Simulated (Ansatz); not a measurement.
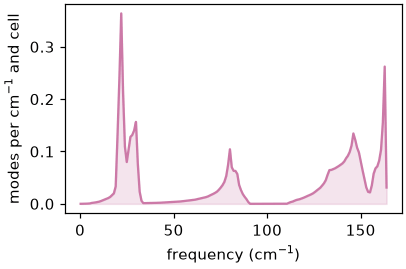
Phonon density of states of HgSe (zinc blende, space group No. 216), 2 atoms a cell, the program Ansatz at the PBE level (PAW)

Task: Estimate the mean frequency and the zero-point energy.

Result: The mean is about 94 cm⁻¹, and (3/2)ħ⟨ω⟩ gives 17.4 meV/atom.

Task: What share of the Dulong–Petit heat capacity is reached at 100 K and at 300 K?

Result: 83 % and 98 %.

Space group F-43m (zinc blende). The cell was relaxed with PBE under the symmetry of its start; phonons on a q-mesh show no instability. As this level gives no gap, phonon frequencies hold no LO–TO term and depend on the k-mesh and smearing (Fermi–Dirac, 0.1 eV here). Spin–orbit coupling is left out wherever it is not named.

Potentials: the later of the program's two PAW sets.
